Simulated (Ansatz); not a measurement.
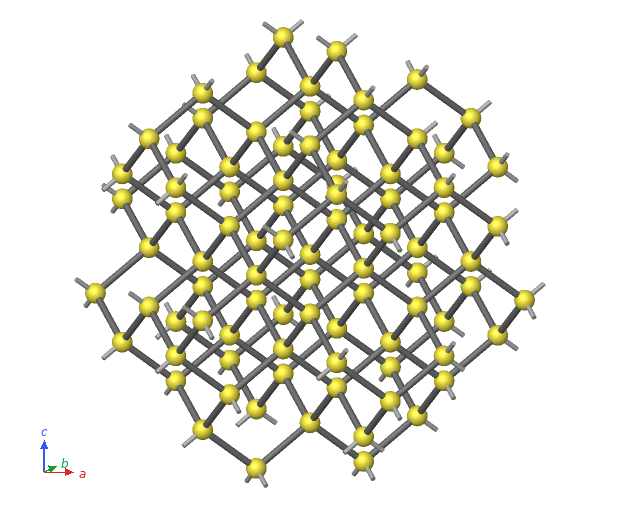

A cut-out of a periodic net derived from a crystal structure. Nodes are coloured by topological kind. Short stubs are edges that leave the cut-out.

Question: Classify the net: periodicity, connectivity, name.

Answer: A uninodal 4-connected, three-periodic net. It is the dia net, known from diamond, zinc blende and cristobalite.

Question: Give point symbol and coordination sequence.

Answer: 6^6, sequence 4, 12, 24, 42, 64, 92.

Where the net comes from. System AlN (space group F-43m, No. 216); source of the atomic positions: the input geometry of an electronic-structure calculation (not necessarily at equilibrium). Bonds are taken as Al–N below 2.1 Å; no other contact counts. Simplification: prune 0- and 1-connected atoms, fold 2-connected ones into links. Al and N are 4-connected nodes.
